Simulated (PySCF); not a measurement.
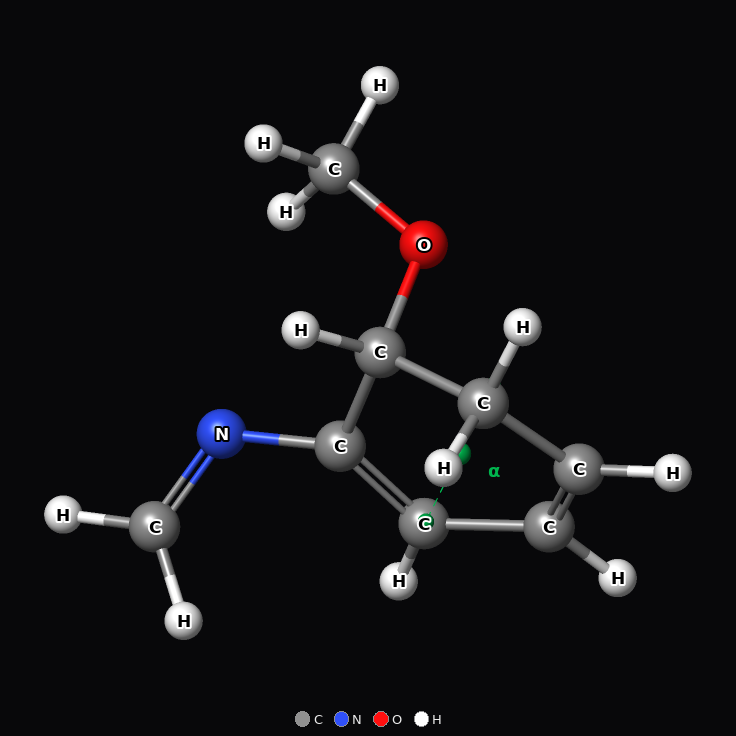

The small points mark where nucleus-independent chemical shifts (NICS) were computed: at the centre of each lettered ring and 1 Å above and below it. Computed geometry: PBE0-D3(BJ)/def2-SVP optimisation. No frequency run is at hand to confirm it as a minimum. Level of theory: GIAO PBE0/pcSseg-1 NMR shielding, non-relativistic, IEF-PCM chloroform (PySCF 2.14.0).

Give NICS(0), NICS(1) and the out-of-plane component NICS(1)zz for each ring (means of the two sides).

```json
{"ring": "α", "members": "C6", "NICS(0)": "0.7", "NICS(1)": "−1.9", "NICS(1)zz": "0.2"}
```

Values in ppm.

Question: What do the values say about the ring currents?

Answer: Ring α: weak, as in a non-aromatic ring. NICS is one index among several.
